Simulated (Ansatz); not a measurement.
| atom | x (Å) | y (Å) | z (Å) |
| --- | --- | --- | --- |
| N | -1.7000 | -1.4743 | 0.3517 |
| B | -0.7366 | -0.7983 | -0.0199 |
| Si | 0.8136 | 0.2886 | -0.6184 |
| H | -2.4741 | -2.0158 | 0.6522 |
| H | 0.3831 | 1.6834 | -0.8661 |
| H | 1.3704 | -0.2754 | -1.8689 |
| H | 1.8637 | 0.2826 | 0.4253 |

The calculation used Ansatz, RKS BHLYP/def2-SVP.

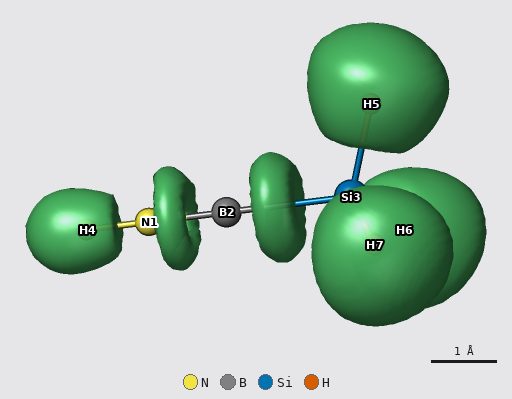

BH₄NSi. Isosurface of the ELF at 0.85 (green), seen at a tilt. Only the valence region is drawn (cores and ρ < 0.01 e/Å³ removed).

Question: Describe the localisation domains.

Answer: At this value the surface marks out one region between bonded B–N atoms (shared pairs), one region between bonded B–Si atoms (shared pairs) and four regions around hydrogen nuclei. Along the contacts the grid gives the following. B–N (1.23 Å): the ELF peaks at about 0.85 between the atoms, as expected for a shared but strongly polarised pair. Si–B (1.99 Å): the ELF peaks at about 1 between the atoms, as expected for localised, covalent bonding.
